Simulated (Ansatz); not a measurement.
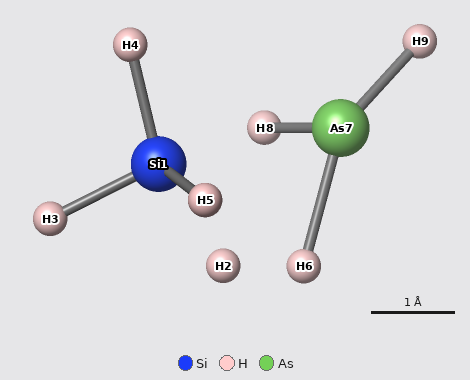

*The structure (ball-and-stick view, seen at a tilt; atoms are numbered from 1 in the order of the input).*

Bond lengths as drawn: As–H 1.52 to 1.73 Å and H–Si 1.48 to 1.49 Å.

# Phonon calculation, with input and output: SiAsH7

SiAsH7, computed with RKS PBE0-D4/def2-TZVP (Ansatz 0.2.0).

The geometry is a transition state. The reaction was set up to form Si1–As7 and H2–H6 and to break Si1–H2 and H6–As7 (atoms counted from 1 in the order of the input); sticks are drawn by distance alone. The geometry comes from this level: PBE0-D4/def2-TZVP. Figures and captions count atoms from 1; the log counts them from 0 in places.

Output:
```
Functional definition: PBE0
  name "PBE0"
  cite "Adamo & Barone, J. Chem. Phys. 110, 6158 (1999) doi:10.1063/1.478522"
  cite "Perdew, Burke & Ernzerhof, Phys. Rev. Lett. 77, 3865 (1996) doi:10.1103/PhysRevLett.77.3865"
  parent pbe
  parameter a = 0.25
  parameter kappa = 0.804
  parameter beta = 0.06672455060314922
  exchange = (1 - a)*pbe_x(kappa = kappa, mu = beta*pi^2/3) + a*exact_x
  correlation = pbe_c(beta = beta)
999 factors; their error is unknown
mean field evaluation 1: about -68817.9080 eV, gradient 1.7e1 eV
mean field evaluation 2: about -68817.4969 eV, gradient 2.0e1 eV
mean field evaluation 4: about -68818.7298 eV, gradient 4.8e-1 eV
mean field evaluation 8: about -68819.0103 eV, gradient 3.8e-1 eV
mean field evaluation 16: about -68819.0104 eV, gradient 1.7e-5 eV
mean field -68819.01041110 eV, -2529.0519854074 hartree, gradient 1.7e-5 eV, S^2 0.000000; 0 other end points of the search recorded, 0 dependent functions left out
the calculation of the forces begins
reference -68819.01044263 eV, -2529.0519865661 hartree; 27, 27 occupied and 100, 100 virtual orbitals, 999 factors
these checks for a lower state are left out or cut short: stability, starts, cluster_reference, orbital_swaps, neighbouring_geometries, increment
999 factors; their error is unknown
mean field -68819.01043578 eV, -2529.0519863144 hartree, gradient 1.5e-6 eV, S^2 0.000000; 0 other end points of the search recorded, 0 dependent functions left out
[... from here on the field's lines of each further geometry are left out, up to the last ...]
the calculation of the forces begins
reference -68819.01043549 eV, -2529.0519863036 hartree; 27, 27 occupied and 100, 100 virtual orbitals, 999 factors
these checks for a lower state are left out or cut short: stability, starts, cluster_reference, orbital_swaps, neighbouring_geometries, increment
999 factors; their error is unknown
mean field -68819.01039184 eV, -2529.0519846994 hartree, gradient 1.5e-6 eV, S^2 0.000000; 0 other end points of the search recorded, 0 dependent functions left out
the calculation of the forces begins
reference -68819.01042337 eV, -2529.0519858580 hartree; 27, 27 occupied and 100, 100 virtual orbitals, 999 factors
WARN: phonons: modes at or below zero, which the zero-point energy, F, S and C_V leave out: 1, the lowest at -1402.95 cm⁻¹. A minimum has none, and a first-order saddle one
Total energy: -68819.15168537 eV, -2529.0571771408 hartree
Atom 0 at    -1.060551    -0.484273    -0.357529 Å, force    -0.000089    -0.000004    -0.000113 eV/Å
Atom 1 at     0.619744    -1.056435    -0.369410 Å, force    -0.000013     0.000055    -0.000022 eV/Å
Atom 2 at    -1.259936    -1.114137    -1.697356 Å, force     0.000017    -0.000033     0.000064 eV/Å
Atom 3 at    -1.911450     0.736133    -0.413240 Å, force     0.000005     0.000018    -0.000051 eV/Å
Atom 4 at    -1.556232    -1.378926     0.717600 Å, force    -0.000043    -0.000044     0.000041 eV/Å
Atom 5 at     1.408420    -0.782396     0.268499 Å, force    -0.000005     0.000117     0.000065 eV/Å
Atom 6 at     0.940185     0.775859     0.867744 Å, force     0.000161    -0.000161     0.000056 eV/Å
Atom 7 at     1.362304     1.202201    -0.525582 Å, force    -0.000044     0.000039    -0.000074 eV/Å
Atom 8 at     1.457516     2.101971     1.509373 Å, force     0.000010     0.000013     0.000034 eV/Å
Dipole moment:     0.112868     0.065154     0.047541 e Å
Vibrations: -1402.95 175.67 202.47 311.77 503.30 630.74 692.79 778.49 865.40 889.86 945.22 1006.62 1025.14 1125.35 1322.78 1620.18 2016.28 2174.20 2199.89 2239.37 2248.74 cm⁻¹, zero-point energy 1.424223 eV
```

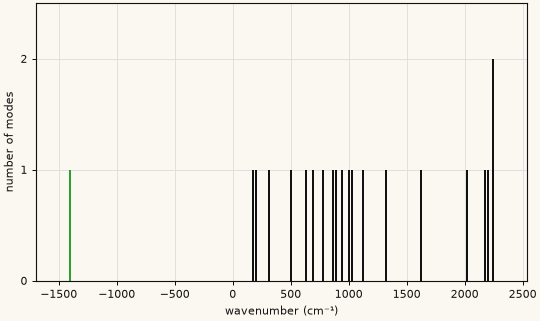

*Harmonic vibrational wavenumbers from the force constants; neighbouring modes closer than 17 cm⁻¹ are counted in one stick, and imaginary ones are drawn at negative wavenumbers.*

21 modes from 1403i to 2249 cm⁻¹, 1 imaginary beyond 8i (1403i cm⁻¹): a first-order saddle point, if the geometry is stationary.

This output came from the following input.

Input:
```yaml
crystal:
  periodic: [false, false, false]
  atoms:
    - {symbol: Si, position_ang: [-1.060551, -0.484273, -0.357529]}
    - {symbol: H, position_ang: [0.619744, -1.056435, -0.369410]}
    - {symbol: H, position_ang: [-1.259936, -1.114137, -1.697356]}
    - {symbol: H, position_ang: [-1.911450, 0.736133, -0.413240]}
    - {symbol: H, position_ang: [-1.556232, -1.378926, 0.717600]}
    - {symbol: H, position_ang: [1.408420, -0.782396, 0.268499]}
    - {symbol: As, position_ang: [0.940185, 0.775859, 0.867744]}
    - {symbol: H, position_ang: [1.362304, 1.202201, -0.525582]}
    - {symbol: H, position_ang: [1.457516, 2.101971, 1.509373]}
basis:
  gaussian: {orbitals: def2-TZVP}
hamiltonian: {xc: pbe0, dispersion: d4}
phonons: {temperatures: {t_min: 298.15, t_max: 900, t_step: 200}}
```

Summary:

| quantity | value |
| --- | --- |
| outcome | converged |
| total energy | −68819.1517 eV |
| mean-field energy | −68819.0104 eV |
| dispersion energy | −0.1412 eV |
| largest force (length of the vector) | under 0.001 eV/Å |
| dipole moment | 0.67 D |
| hardware | 2 CPU threads, shared host |
| wall time | 84 s (CPU time 2.6 min) |
| peak memory | 0.29 GiB |
